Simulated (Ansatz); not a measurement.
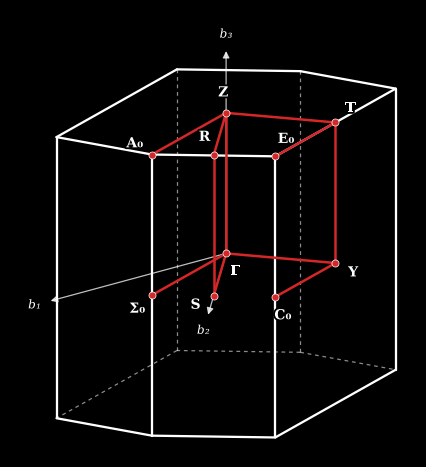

The figure shows the first Brillouin zone with its special points and a band path. Crystal: P, the input geometry of an electronic-structure calculation (not necessarily at equilibrium). The drawing is computed from the coordinates (standard cell, symmetry found to 0.002 Å).

Labels and path follow the convention of Hinuma et al. (2017), as computed by seekpath; the arrows show the directions of the reciprocal primitive vectors b₁, b₂, b₃.

Question: What lattice type do the shape and the labels point to?

Answer: A base-centred orthorhombic lattice (oC; extended symbol oC1). The zone is a hexagonal prism in its combinatorial type: 8 faces (6 with 4 edges, 2 with 6 edges), 18 edges, 12 vertices.

Question: In which order does the conventional band path visit the special points?

Answer: Γ–Y–C₀ | Σ₀–Γ–Z–A₀ | E₀–T–Y | Γ–S–R–Z–T
